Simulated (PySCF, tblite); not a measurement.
# C₃Cl₃F₃− (doublet): geometry, infrared bands and EPR parameters

Wanted: the infrared bands and EPR parameters of C₃Cl₃F₃− (doublet) (`F[C]([C-](F)F)C(Cl)(Cl)Cl`), by calculation.

Computed with tblite 0.8.0 and PySCF 2.14.0, with density-fitted response routines of our own, on a single molecule in the gas phase. Atoms count from 0, in the outputs and in this text.

## 1. The starting structure

9 atoms, charge -1, multiplicity 2; geometry from: force field or distance geometry start.

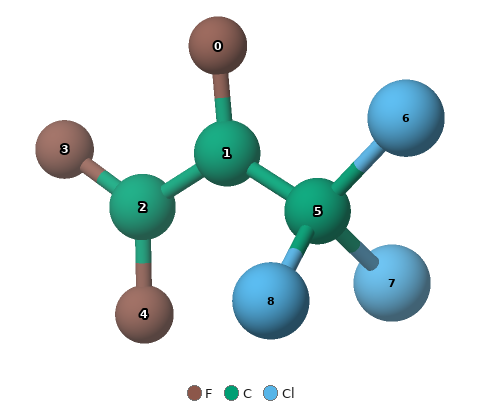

The starting geometry (fluorine brown, carbon teal, chlorine blue), atoms numbered.

## 2. Optimising the geometry with GFN2-xTB

What the job is given:

```
{"job": {"kind": "relax", "xc": "GFN2-xTB", "basis": "xTB"}, "charge": -1, "multiplicity": 2}
F      0.541600    -1.540200    -1.049700
C      0.284900    -0.438100    -0.300000
C      1.441800     0.195900     0.279700
F      2.653600    -0.302700     0.019500
F      1.283100     1.293200     1.051900
C     -1.104400     0.054000    -0.069200
Cl    -2.277100    -0.992700    -0.931800
Cl    -1.292000     1.720100    -0.698700
Cl    -1.517900     0.016500     1.673000
```

The run is started by

```sh
$ OMP_NUM_THREADS=1 python probes_run.py task.json out
```

The driver reads the jobs from task.json and runs them one after another.

**Question.** This job is followed by: GFN2-xTB harmonic vibrations, gas phase; UKS B3LYP, pcH-1 on C Cl F, non-relativistic, mean-field spin-orbit, GIAO. Predict these results of the whole session: strongest single infrared mode (GFN2-xTB); zero-point energy (GFN2-xTB); g(iso) (B3LYP); ⟨S²⟩; largest a(iso).

**Answer**, as computed:

| quantity | value |
| --- | --- |
| strongest single infrared mode (GFN2-xTB) | 1178 cm⁻¹, 180 km/mol |
| zero-point energy (GFN2-xTB) | 15.3 kcal/mol |
| g(iso) (B3LYP) | 2.01487 |
| ⟨S²⟩ | 0.766 (exact 0.75) |
| largest a(iso) | 13C on C5, 272.7 MHz |

What this shows: Relaxing lowered the energy by 1.449 eV in 57 steps; the close pair that moved most is C5–Cl8, from 1.791 to 2.427 Å. The frame itself reshapes: C5···Cl8 goes from 1.79 to 2.43 Å. All 21 modes are real, so the xTB geometry is a minimum. The strongest single mode, at 1178 cm⁻¹, moves mainly C2. Unscaled tight-binding wavenumbers are off by several per cent, some by more. Its intensities can rank the bands wrongly. The structure rearranged or came apart on optimisation; the results belong to the end geometry, not to the formula as drawn. The largest spin populations lie on C5 (0.45 e), C2 (0.32 e). The isotropic g lies 12.6 ppt above the free-electron value. The records flag this anion as possibly unbound in the gas phase, so the basis may hold the extra electron. The conformer search found further structures of the same energy, which may be mirror or relabelled copies of this one.
